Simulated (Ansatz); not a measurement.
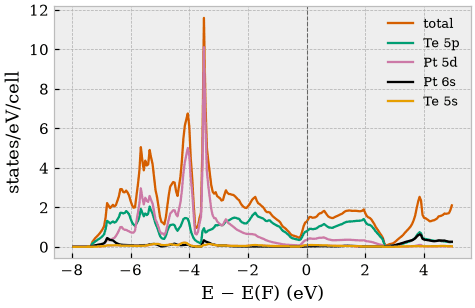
Fig. 1. Total and projected density of states of Te₂Pt in space group P-3m1 (No. 164; Te on 2d, Pt on 1a), LDA (plane waves, PAW; program Ansatz)

Which orbitals carry the states next to the Fermi level?

Within 0.5 eV of the Fermi level: Te 5p 63 %, Pt 5d 25 %, Te 5s 6 %. Projections are on Löwdin-orthogonalised atomic valence shells; empty p or d shells of many metals are not among them.

Where is the tallest occupied peak in this window, and what makes it?

Near -3.5 eV, about 12 states/eV per cell; the largest projected share is Pt 5d.

The cell was relaxed with LDA under the symmetry of its start. The run is not spin-polarised. A crystal of weakly bound layers computed without a dispersion correction: the cell and the soft elastic constants depend strongly on that. Spin–orbit coupling is left out wherever it is not named.

Potentials: the earlier of the program's two PAW sets. The files were generated under PBE; for other functionals the program regenerates the frozen cores, and for LDA and PBEsol the local potential too.
